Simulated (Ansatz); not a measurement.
The calculation's input:

```
crystal:
  periodic: [false, false, false]
  atoms:
    - {symbol: O, position_ang: [-0.062905, -2.629107, 1.097473]}
    - {symbol: C, position_ang: [0.220289, -1.575172, 0.731188]}
    - {symbol: N, position_ang: [0.402427, -0.447840, 0.301976]}
    - {symbol: Sn, position_ang: [-1.267699, 1.025295, -0.847837]}
    - {symbol: H, position_ang: [1.292617, 0.022342, 0.375285]}
    - {symbol: H, position_ang: [-0.609657, 2.245364, 0.264167]}
    - {symbol: H, position_ang: [0.086129, 1.291119, -1.967952]}
basis:
  gaussian: {orbitals: def2-TZVPP}
hamiltonian: {xc: pbe0, dispersion: d4}
output: {orbitals: {seedname: orbitals}}
```

Run with:

```sh
ansatz run in.yaml --threads 2 --pin off --events-out ev --progress --plain --max-ram 4352MiB
```

Geometry: PBE0-D4/def2-TZVP; core potentials replace the inner electrons of Sn.

Computed with RKS PBE0-D4/def2-TZVPP in Ansatz 0.2.0.

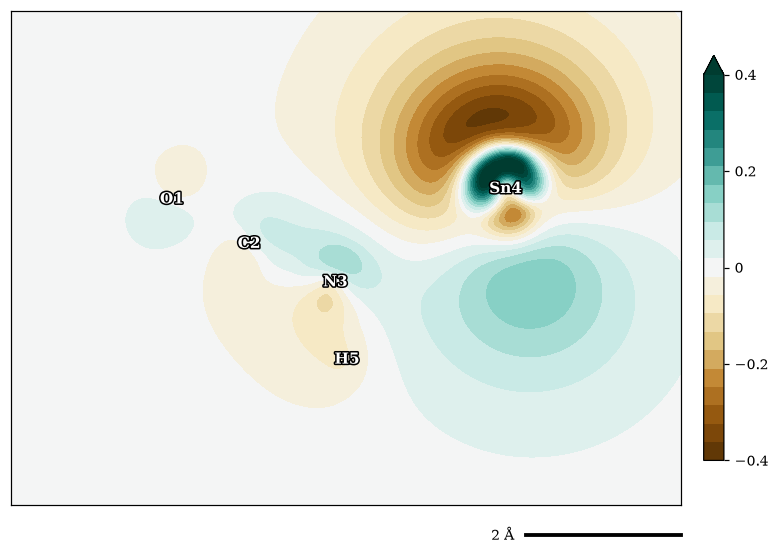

CH₃NOSn. The HOMO on the plane of atoms C2, N3 and H5 (values in Å⁻³ᐟ²; the overall sign is arbitrary).

> What is the character of this orbital?

It lies mainly on Sn4 (about 75 %), H6 (about 10 %) and H7 (about 10 %). Its energy is −6.07 eV.
